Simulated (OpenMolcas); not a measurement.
## Predicting a hybrid from its neighbours: CH4OSi

The species is CH4OSi (7 atoms), meant as a singlet with charge 0. As SMILES, `CO[SiH]`. The shape is that of a PBE0-D4/def2-TZVP optimisation. This is one conformer, not always the lowest.

The vertical electron affinity (to the doublet anion) y, in eV, basis aug-cc-pVDZ; a is the functional's share of exact exchange. Programs: OpenMolcas 26.06.

| functional | program | a | y (eV) |
| --- | --- | --- | --- |
| r2SCAN | OpenMolcas | 0 | 0.41 |
| PBE | OpenMolcas | 0 | 0.34 |
| B3LYP | OpenMolcas | 0.2 | 0.30 |
| PBE0 | OpenMolcas | 0.25 | ? |
| BHLYP | OpenMolcas | 0.5 | 0.16 |

**Question.** Fit y = c + s·a to the known rows and predict PBE0.

**Answer.** 
1. Means of the 4 rows: a = 0.1750, y = 0.302.
2. Σ(Δa)² = 0.1675, Σ(Δa·Δy) = -0.07175, so the slope is -0.07175/0.1675 = -0.42836.
3. Intercept: 0.302 − (-0.42836) × 0.1750 = 0.377. The largest residual of the fit is 0.037.
4. PBE0: 0.377 + (-0.42836) × 0.25 = 0.27 eV.

The run gave 0.33 eV, so the prediction is off by -0.06 eV, about the largest residual. The rows mix families of semi-local functionals, which the line can't see.

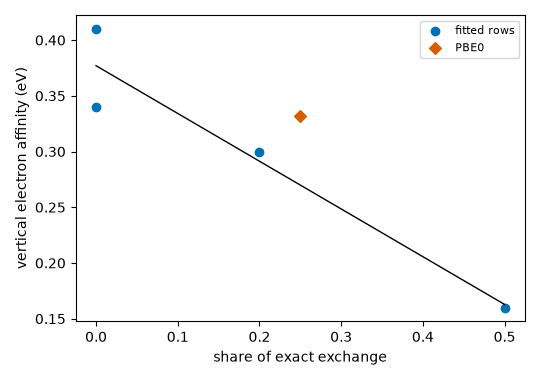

The fitted line, with the withheld row.
